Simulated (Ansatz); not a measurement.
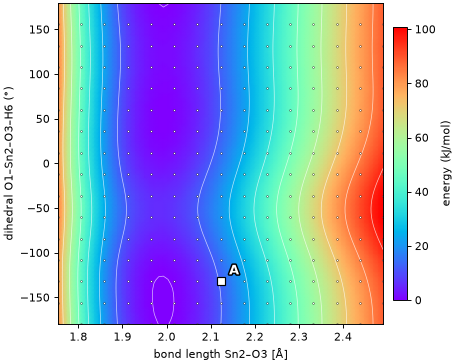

FH2O2Sn, SMILES [OH][Sn]([OH])[F], spin multiplicity 2. Coordinates scanned: (1) bond length Sn2–O3; (2) dihedral O1–Sn2–O3–H6. Nothing is relaxed (all other coordinates rigid). Grid: 15 × 15 points. Points are written as (first, second). Energies are in kJ/mol, from the lowest grid point. The calculation used UKS PBE0-D4/def2-SVP in Ansatz 0.2.0.

Drawn: a smooth colour map with a few white contour lines, dots at the grid points, the point A. Between grid points the surface is interpolated.

Question: Is A at rest? If not, where is it pushed?

Answer: A, at (2.123 Å, −132°), is not a stationary point. The computed force is 171 kJ/mol for each Å towards smaller values of bond length Sn2–O3 and 0.063 kJ/mol for each degree towards smaller values of dihedral O1–Sn2–O3–H6.
